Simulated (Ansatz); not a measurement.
# A frame of liquid (Cs,Li)Cl from 1500 K (108 atoms): geometry optimisation, part 3 of 3

Aim: bring a frame of liquid (Cs,Li)Cl from 1500 K (108 atoms) to a nearby minimum of the energy and see what moves.

Ansatz 0.2.0; Kohn-Sham DFT, PBE, PAW (set soft_2), plane waves.

The cell: 37 Cs, 17 Li and 54 Cl. The starting topology of bonds comes from the classical model. The ion parameters were fitted for water, not for melts. The Brillouin zone is sampled at Γ only, in a cell whose shortest periodic width is 19 Å. Spin–orbit coupling is left out.

So far, density (g/cm³): step 4 (distances and neighbours after relaxation) 1.76.

## (5) Single point at the relaxed geometry

One more single point at the end of the walk gives the fuller output and checks the residual forces.

File input.yaml:

```yaml
crystal:
  lattice:
    - [18.7257, 0.0, 0.0]
    - [0.0, 18.7257, 0.0]
    - [0.0, 0.0, 18.7257]
  atoms:
    - { symbol: Cs, position: [0.8825, 0.57479, 0.14067] }
    - { symbol: Cs, position: [0.82345, 0.83772, 0.13803] }
    - { symbol: Cs, position: [0.14236, 0.63052, 0.65603] }
    - { symbol: Cs, position: [0.98623, 0.66146, 0.87275] }
    - { symbol: Cs, position: [0.23714, 0.3499, 0.41868] }
    - { symbol: Cs, position: [0.22737, 0.75718, 0.86757] }
    - { symbol: Cs, position: [0.08506, 0.96819, 0.37175] }
    - { symbol: Cs, position: [0.06514, 0.77168, 0.15731] }
    - { symbol: Cs, position: [0.85485, 0.61901, 0.42632] }
    - { symbol: Cs, position: [0.01225, 0.91005, 0.87573] }
    - { symbol: Cs, position: [0.96252, 0.08534, 0.17348] }
    - { symbol: Cs, position: [0.17091, 0.45476, 0.19446] }
    - { symbol: Cs, position: [0.86845, 0.10499, 0.93104] }
    - { symbol: Cs, position: [0.1493, 0.07489, 0.73173] }
    - { symbol: Cs, position: [0.65845, 0.85782, 0.81232] }
    - { symbol: Cs, position: [0.21355, 0.9993, 0.00932] }
    - { symbol: Cs, position: [0.32707, 0.68452, 0.13428] }
    - { symbol: Cs, position: [0.68211, 0.80383, 0.49211] }
    - { symbol: Cs, position: [0.60307, 0.70284, 0.30247] }
    - { symbol: Cs, position: [0.45933, 0.94822, 0.53496] }
    - { symbol: Cs, position: [0.61889, 0.33335, 0.87396] }
    - { symbol: Cs, position: [0.3468, 0.45692, 0.95734] }
    - { symbol: Cs, position: [0.57477, 0.47443, 0.16683] }
    - { symbol: Cs, position: [0.19831, 0.86574, 0.6493] }
    - { symbol: Cs, position: [0.94335, 0.46715, 0.61422] }
    - { symbol: Cs, position: [0.35077, 0.11184, 0.36493] }
    - { symbol: Cs, position: [0.07139, 0.35376, 0.83547] }
    - { symbol: Cs, position: [0.91182, 0.75266, 0.64327] }
    - { symbol: Cs, position: [0.51165, 0.70676, 0.98064] }
    - { symbol: Cs, position: [0.838, 0.32734, 0.06808] }
    - { symbol: Cs, position: [0.63555, 0.19105, 0.13183] }
    - { symbol: Cs, position: [0.70195, 0.48121, 0.55753] }
    - { symbol: Cs, position: [0.47553, 0.72104, 0.68742] }
    - { symbol: Cs, position: [0.23814, 0.76722, 0.34329] }
    - { symbol: Cs, position: [0.58565, 0.95408, 0.29691] }
    - { symbol: Cs, position: [0.88911, 0.35312, 0.29866] }
    - { symbol: Cs, position: [0.73566, 0.59878, 0.78611] }
    - { symbol: Li, position: [0.87533, 0.81977, 0.32386] }
    - { symbol: Li, position: [0.49936, 0.9741, 0.01425] }
    - { symbol: Li, position: [0.36035, 0.34659, 0.22762] }
    - { symbol: Li, position: [0.05296, 0.35266, 0.0453] }
    - { symbol: Li, position: [0.227, 0.14996, 0.18392] }
    - { symbol: Li, position: [0.42417, 0.07977, 0.10593] }
    - { symbol: Li, position: [0.94992, 0.18597, 0.72219] }
    - { symbol: Li, position: [0.39127, 0.16585, 0.97466] }
    - { symbol: Li, position: [0.29557, 0.14347, 0.60801] }
    - { symbol: Li, position: [0.83561, 0.79512, 0.93184] }
    - { symbol: Li, position: [0.24474, 0.28884, 0.02805] }
    - { symbol: Li, position: [0.14165, 0.23447, 0.28187] }
    - { symbol: Li, position: [0.0181, 0.75209, 0.4718] }
    - { symbol: Li, position: [0.44872, 0.31856, 0.09209] }
    - { symbol: Li, position: [0.08673, 0.17092, 0.98458] }
    - { symbol: Li, position: [0.25753, 0.21377, 0.83548] }
    - { symbol: Li, position: [0.27501, 0.95203, 0.22623] }
    - { symbol: Cl, position: [0.28849, 0.01949, 0.60969] }
    - { symbol: Cl, position: [0.9557, 0.07748, 0.7651] }
    - { symbol: Cl, position: [0.99074, 0.42566, 0.12035] }
    - { symbol: Cl, position: [0.83142, 0.76445, 0.81286] }
    - { symbol: Cl, position: [0.90533, 0.80253, 0.45178] }
    - { symbol: Cl, position: [0.26433, 0.24569, 0.26201] }
    - { symbol: Cl, position: [0.17708, 0.64361, 0.2237] }
    - { symbol: Cl, position: [0.5125, 0.39607, 0.01127] }
    - { symbol: Cl, position: [0.46368, 0.19519, 0.06639] }
    - { symbol: Cl, position: [0.83582, 0.91286, 0.96374] }
    - { symbol: Cl, position: [0.76012, 0.45114, 0.17782] }
    - { symbol: Cl, position: [0.32546, 0.35514, 0.10356] }
    - { symbol: Cl, position: [0.82432, 0.20268, 0.19495] }
    - { symbol: Cl, position: [0.32688, 0.25907, 0.92574] }
    - { symbol: Cl, position: [0.14403, 0.18523, 0.87134] }
    - { symbol: Cl, position: [0.67273, 0.62802, 0.44879] }
    - { symbol: Cl, position: [0.90261, 0.71226, 0.25691] }
    - { symbol: Cl, position: [0.03218, 0.05661, 0.00424] }
    - { symbol: Cl, position: [0.85143, 0.43876, 0.45726] }
    - { symbol: Cl, position: [0.58441, 0.85537, 0.64132] }
    - { symbol: Cl, position: [0.67444, 0.43881, 0.74017] }
    - { symbol: Cl, position: [0.26408, 0.94574, 0.34638] }
    - { symbol: Cl, position: [0.1841, 0.18607, 0.07016] }
    - { symbol: Cl, position: [0.27839, 0.20152, 0.71764] }
    [... 24 atom lines left out ...]
    - { symbol: Cl, position: [0.31549, 0.05771, 0.1738] }
    - { symbol: Cl, position: [0.39465, 0.04161, 0.9835] }
    - { symbol: Cl, position: [0.06376, 0.7698, 0.74214] }
    - { symbol: Cl, position: [0.58836, 0.69085, 0.81965] }
    - { symbol: Cl, position: [0.48572, 0.32443, 0.21179] }
    - { symbol: Cl, position: [0.01422, 0.6429, 0.52768] }
kpoints:
  mp_grid: { grid: [1, 1, 1] }
hamiltonian:
  xc: pbe
scf:
  occupations: { method: fixed }
output:
  forces: true
  stress: true
  populations: true
  dos:
    method: { smearing: { sigma: 0.08 } }
    de: 0.1
    projected: { site_lists: { Cl: [Cl], Cs: [Cs], Li: [Li] } }
  eigenvalues: true
  write_density: true
  write_potential: true
  volumetric_format: npy
```

On the command line:

```sh
$ ansatz run input.yaml --threads 8 --pin off --max-ram 15872MiB --backend cpu --events-out ev --progress --plain --runs-dir out
```

Numbers of over 12 decimals in the logs are rounded to 6 here.

The program printed:

```text
[...]
Crystal: 108 atoms, lattice volume = 6566.201 Å³
Basis set: ecut = 420 eV, 128395 PW (Γ), exchange–correlation on 256×256×256 points (8 copies of the dense FFT grid, shifted against one another)
Bands: 489, of which v1, the nominal top of the filled ones, is band 381 counted from 1 (380 counted from 0)
Symmetry: 1 space group operations
[...]
k-points: 1
[...]
SCF iter   1: F=—  HF=-271789.026775 eV  |F-HF|=—  |Δ(HF+E_count)|=         —  Δρ=7.65e-4  dr2=1.35e-1  ethr=1.77e-3  ⟨swp⟩=6.0  Hψ=1553  notcnv=0  defer=105
[...]
SCF iter   7: F=-271789.017087 eV  HF=-271789.017087 eV  |F-HF|=1.97e-8  |Δ(HF+E_count)|=   2.42e-7  Δρ=5.73e-7  dr2=1.92e-8  ethr=1.31e-11  ⟨swp⟩=32.0  Hψ=5478  notcnv=0
SCF 1 converged in 7 iterations: F = -271789.017087 eV  dr2 = 1.92e-8
[...]
WARN: The output density's exchange-correlation potential varies sharply where the density is thin. Do not read a vacuum level from v_tot or v_xc, or from such a field of the output density. On a cell that repeats whose density bears no net charge and no dipole along the vacuum's axis use v_es (v_loc + v_h of the components); [...]
SCF converged after 7 iterations
Free energy (F): -271789.017087 eV
[...]
Internal energy: -271789.017087 eV  (E = F + TS)
E sigma→0 (E₀):  -271789.017087 eV
Fermi energy:    -1.294260 eV
[...]
--- Forces (eV/Å), atoms counted from 1 ---
  atom   1  Cs    -0.00256754    -0.00081749    -0.00359851
  atom   2  Cs    -0.00298026    -0.00486195    -0.00233398
  atom   3  Cs    -0.01078221    -0.01046986    -0.00474704
  atom   4  Cs    -0.01190445    -0.00723121     0.00375345
  atom   5  Cs    -0.00415048     0.00024807     0.00524233
  atom   6  Cs    -0.00524724     0.00381593     0.00511645
  atom   7  Cs     0.00242600     0.00294408    -0.00020598
  atom   8  Cs     0.00040532     0.00193178     0.00607954
  atom   9  Cs     0.00004110    -0.00350680    -0.00151599
  atom  10  Cs    -0.00899708     0.00863275     0.00823524
  atom  11  Cs    -0.00232377    -0.00435036     0.00061733
  atom  12  Cs    -0.00420138     0.00477954     0.00853817
  atom  13  Cs    -0.00033400    -0.00039924    -0.00182646
  atom  14  Cs    -0.00616125     0.00695745    -0.00483465
[...]
atom 107  Cl    -0.00916497     0.00713011     0.00013110
  atom 108  Cl     0.01374962     0.00822116     0.00307637
  max |Σ_I F_I| component: 4.34e-5 eV/Å
--- Stress (GPa, compression-positive) ---
       -0.356911       0.030675       0.050061
        0.030675      -0.277567       0.045844
        0.050061       0.045844      -0.282402
  P = ⅓ Tr σ = -0.3056 GPa (-3.056 kbar)
--- Band table (eV) ---
[...]
--- Löwdin populations: 108 sites ---
  site symbol       q [e]
     0     Cs      8.1413
     1     Cs      8.1333
     2     Cs      8.1447
[...]
107     Cl      7.7345
  spilling = 0.004962 (of n_electrons = 762.000000)
```

Elapsed: 65 s, on 8 threads of Arm Neoverse V2, shared host; peak memory 8 GiB; 8.4 min of CPU time.

The program notes that the exchange-correlation potential is rough where the density is thin.

Numbers from this run:

* free energy: -271789.0171 eV
* free energy per atom: -2516.5650 eV/atom
* SCF cycles: 7
* pressure: -0.3056 GPa
* r.m.s. force component: 0.00659 eV/Å
* longest force: 0.02892 eV/Å
* Fermi energy: -1.294 eV
* gap (highest filled to lowest empty level): 3.776 eV
* spilling of the projection: 0.004962

Löwdin charges by element and coordination (they lack the spilled electrons, 0.035 e an atom on average):

```
element  coordination  atoms  mean charge (e)  spread   least    most
     Cl           all     54           -0.740  0.0324  -0.800  -0.670
     Cl             3      7           -0.763   0.022  -0.800  -0.728
     Cl             4     30           -0.745  0.0334  -0.780  -0.674
     Cl             5     16           -0.722  0.0255  -0.758  -0.670
     Cl             6      1           -0.750       0  -0.750  -0.750
     Cs           all     37            0.855  0.0145   0.821   0.888
     Cs             3      2            0.883  0.0016   0.882   0.885
     Cs             4     15            0.861  0.0093   0.851   0.888
     Cs             5     16            0.850  0.0101   0.833   0.869
     Cs             6      4            0.833  0.0087   0.821   0.842
     Li           all     17            0.714  0.0232   0.685   0.774
     Li             2      1            0.774       0   0.774   0.774
     Li             3      9            0.723  0.0122   0.706   0.742
     Li             4      7            0.693  0.0074   0.685   0.704
```

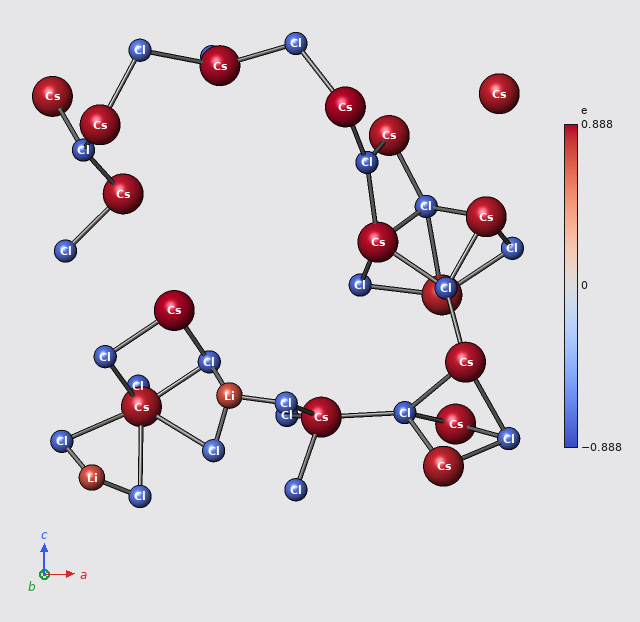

Atoms coloured by Löwdin charge. Drawn is a slice 7 Å thick, seen along the normal of the ac plane. Bonds to atoms that aren't drawn are left out.

States in the cell by windows of 1 eV, zero at the Fermi level; the larger projections on atomic orbitals stand beside the total:

```
from (eV)  to (eV)  total   Cl p   Cs p  Cs s  Cl s
      -18      -14    0.0    0.0    0.0   0.0   0.0
      -14      -13   14.8    0.0    0.0   0.1  13.7
      -13      -12   87.8    0.0    0.5   2.0  83.8
      -12      -11    5.4    0.0    0.1   0.1   5.2
      -11       -8    0.0    0.0    0.0   0.0   0.0
       -8       -7   27.6    0.3   27.2   0.1   0.1
       -7       -6  194.4    2.5  190.7   0.4   0.7
       -6       -3    0.0    0.0    0.0   0.0   0.0
       -3       -2   14.3   13.1    0.1   0.1   0.1
       -2       -1  110.3  105.0    0.7   1.6   0.2
       -1        0  198.1  191.7    2.1   2.0   0.1
        0        1    1.3    1.3    0.0   0.0   0.0
        1        3    0.0    0.0    0.0   0.0   0.0
        3        4    2.0    0.0    0.0   1.6   0.2
        4        5   29.4    0.9    0.2  19.7   1.1
```

The curve was stored every 0.10 eV, coarse against its broadening of 0.08 eV, so these counts are rough.

With fixed occupations the program's Fermi level is the highest filled level; weight inside the gap is the broadening of levels at its edges.

Between -26 and -18 eV lie 74 more states.

About 35 of the 762 electrons lie in deeper levels, below the stored range.

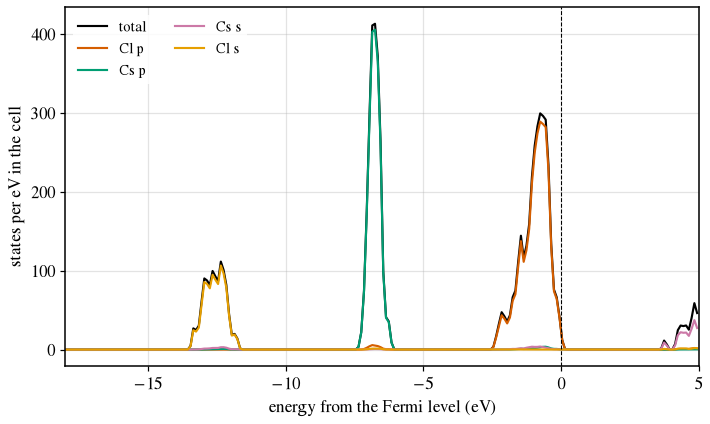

Total and projected density of states, with the broadening of the input.

The levels nearest the highest filled one (over half full), pooled over k-points and spins:

```
level less the highest filled one (eV)  occupation
                                -0.182           2
                                -0.161           2
                                -0.115           2
                                -0.104           2
                               -0.0787           2
                                     0           2
                                  3.78           0
                                  4.23           0
                                  4.30           0
                                  4.35           0
                                  4.43           0
                                  4.50           0
```

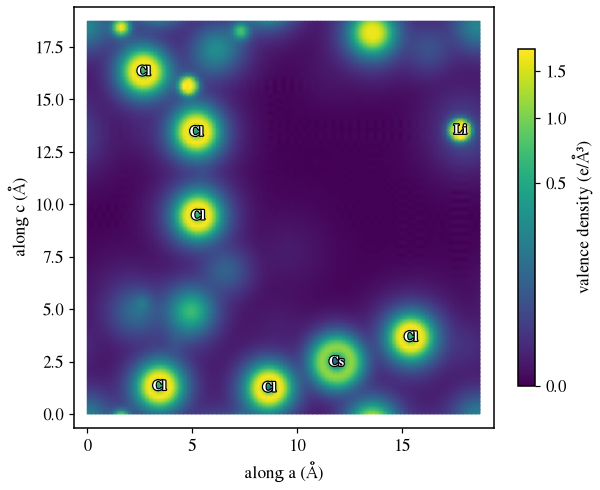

Valence density in the ac plane at fractional y = 0.195, with atoms of Cs and Li and Cl within 0.2 Å of it. It is the smooth field of the valence electrons, not physical close to the nuclei. The colour scale is stretched toward low values.

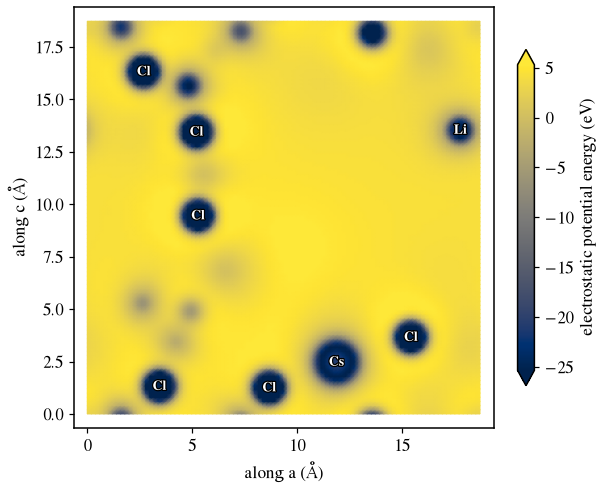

Electrostatic potential energy in the ac plane at fractional y = 0.195, with atoms of Cs and Li and Cl within 0.2 Å of it. With pseudopotentials it is smooth inside the atoms' cores, unlike the true potential.

Mean Löwdin charges: Cl -0.74, Cs +0.85, Li +0.71 e (they miss 0.50 % of the electrons, so they add up to more than the cell's charge). The largest share in the top eV of filled states is Cl p (98 % of the projected weight), and in the lowest eV of empty states Cs s (85 % of the projected weight).

A closer look about Cl84, which has 3 bonded neighbours where the commonest count for Cl is 4: 15 atoms, nearest first, numbered in the order of the input, with positions taken from that point.

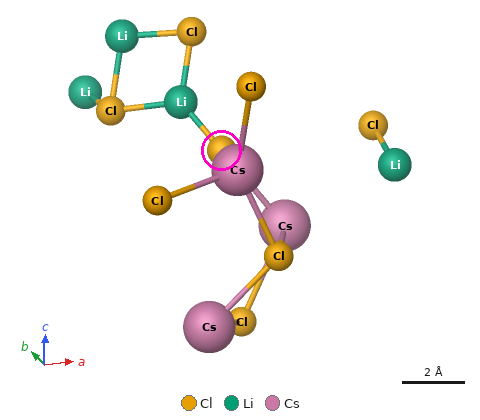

The atoms of the table, within 6.1 Å (arrows a, b, c point along x, y, z); some may hide others; the central atom is ringed.

```
 atom      x      y      z  distance (Å)  bonds  Löwdin charge (e)
 Cl84   0.00   0.00   0.00          0.00      3              -0.76
 Li39  -0.86   1.72   1.15          2.24      3               0.74
 Cs29  -0.63  -3.28   0.52          3.38      4               0.86
 Cs15   2.12  -0.46  -2.63          3.41      4               0.86
 Cl98  -0.29   2.50   3.28          4.13      4              -0.72
Cl104  -2.82   2.99   0.57          4.15      4              -0.69
Cl106   0.81  -3.58  -2.50          4.44      4              -0.77
 Li43  -2.27   3.70   2.87          5.20      4               0.70
 Cl64   5.44   0.57   0.20          5.47      4              -0.74
 Li47   5.44  -1.63  -0.39          5.69      3               0.71
 Cl86  -0.66  -4.37   3.80          5.82      4              -0.78
 Cl74   0.73  -0.50  -5.83          5.90      4              -0.78
 Cl82  -3.82  -4.51   0.16          5.91      4              -0.77
 Cs33  -1.31  -3.02  -4.97          5.96      3               0.88
 Li45  -2.88   5.31   0.41          6.06      3               0.74
```

The column of bonds counts only the pairs Cl-Cs within 4.33 Å, Cl-Li within 3.02 Å; other neighbours, such as metal atoms beside each other in a compound, aren't counted, and periodic images can show an atom twice.

## (6) A run with a doubtful setting

The input is spoilt on purpose; the run shows how that looks.

File input.yaml:

```yaml
crystal:
  lattice:
    - [18.7257, 0.0, 0.0]
    - [0.0, 18.7257, 0.0]
    - [0.0, 0.0, 18.7257]
  atoms:
    [... the 108 atom lines of step 2 ...]
kpoints:
  mp_grid: { grid: [1, 1, 1], kspacing: 0.3 }
hamiltonian:
  xc: pbe
scf:
  occupations: { method: fixed }
  max_iter: 80
output:
  forces: true
```

The program printed:

```text
Error: invalid value for `kpoints.mp_grid.kspacing`: mutually exclusive with `grid` — set one or the other
```

Elapsed: 0.04 s, on 8 threads; peak memory 0.3 GiB; 0.05 s of CPU time.

The input was rejected at the start.

The program's message: “Error: invalid value for `kpoints.mp_grid.kspacing`: mutually exclusive with `grid` — set one or the other”

The fault in the input: both a k-mesh and a spacing (kpoints.mp_grid.kspacing = 0.3). The fix is to take out kpoints.mp_grid.kspacing.

## (7) Results

| Item | Value |
| --- | --- |
| energy change in the relaxation | -184.7 meV/atom |
| r.m.s. displacement | 1.594 Å |
| largest displacement | 3.663 Å |
| free energy per atom | -2516.5650 eV/atom |
| pressure | -0.3056 GPa |
| r.m.s. force component | 0.00659 eV/Å |
| gap (highest filled to lowest empty level) | 3.776 eV |
| wall time of the 3 DFT runs | 26 min |

Relaxation lowers the energy by 185 meV/atom and moves atoms by 1.6 Å r.m.s.; the r.m.s. force component goes from 0.45 to 0.0066 eV/Å, the pressure goes from 0.086 to -0.31 GPa, and the gap from 2.45 to 3.78 eV. By the final cutoffs 17 of 191 bonded pairs parted and 53 joined. From the first step to the last the energy fell by 19.944 eV, and the largest move was 3.66 Å (Cl95). The Cl-Li bonds change most in mean length: from 2.544 Å (spread 0.200) to 2.360 Å (spread 0.092), and their number from 53 to 57. With the cutoffs above, 56 % of Cl atoms have 4, 43 % of Cs atoms have 5 and 53 % of Li atoms have 3 bonded neighbours. Between filled and empty levels lie 3.78 eV (at Γ alone); a semilocal functional tends to put such gaps too low. In a disordered cell it changes from sample to sample and from frame to frame.

**Limits.** The starting topology of bonds comes from the classical model; in DFT 17 of its 191 bonded pairs passed out of the cutoffs and 53 came within them.

[Logs are printed without paths, hosts, clocks, repeated set-up lines and the standing remarks that a program may print on its own settings, such as how far it seeks lower states.]

[Hosts, paths, dates, database ids (printed as entryN), source tags and the programs' standing remarks are cut or masked in the printed files.]
